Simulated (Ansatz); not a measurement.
Input

```
crystal:
  periodic: [false, false, false]
  atoms:
    - { symbol: Zr, position_ang: [-0.620079, -0.260728, -0.239339] }
    - { symbol: F, position_ang: [0.497201, 1.419625, 2.212431] }
    - { symbol: "N", position_ang: [1.376364, -0.44465, 0.055625] }
    - { symbol: H, position_ang: [2.083952, -1.050451, -0.373769] }
    - { symbol: H, position_ang: [1.803419, 0.110195, 0.810496] }
    - { symbol: "N", position_ang: [-1.011184, 1.563429, -1.042648] }
    - { symbol: H, position_ang: [-1.970877, 1.900784, -1.201402] }
    - { symbol: H, position_ang: [-0.364189, 2.339488, -1.234606] }
    - { symbol: "N", position_ang: [-1.097451, -1.616841, -1.669016] }
    - { symbol: H, position_ang: [-1.080842, -2.629062, -1.484268] }
    - { symbol: H, position_ang: [-1.448215, -1.472202, -2.622878] }
    - { symbol: Br, position_ang: [-2.13654, -0.798397, 1.907763] }
    - { symbol: H, position_ang: [-0.159059, 0.93881, 2.677912] }
basis:
  gaussian: { orbitals: def2-SVP }
hamiltonian:
  xc: pbe
relax:
  f_tol: 0.03
  max_steps: 50
output:
  orbitals: {}
```

Launched as:

```sh
ansatz run input.yaml --threads 4 --pin off --max-ram 5120MiB --backend cpu --events-out ev --progress --plain --runs-dir out
```

The fields are those of the run's last geometry, not of the input's.

Core potentials replace the inner electrons of Zr.

Method: RKS PBE/def2-SVP in Ansatz.

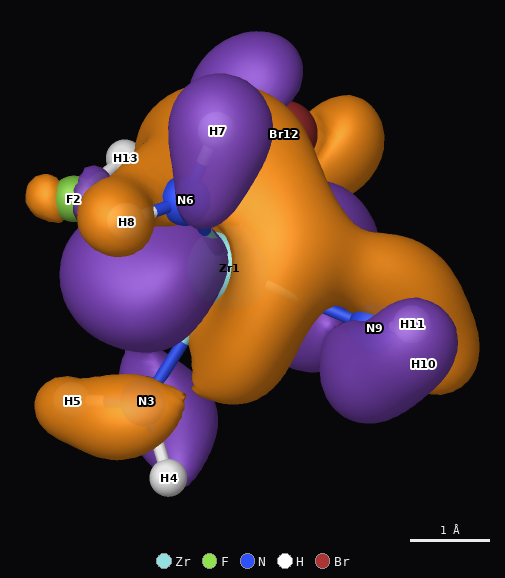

BrFH7N3Zr. One frontier orbital at ±0.06 Å⁻³ᐟ² (orange and purple are the two phases), seen at a tilt.

Question: Which orbital is it: HOMO or LUMO?

Answer: The LUMO, at −1.26 eV. It lies mainly on Zr1 (about 70 %), N9 (about 10 %) and Br12 (about 5 %).
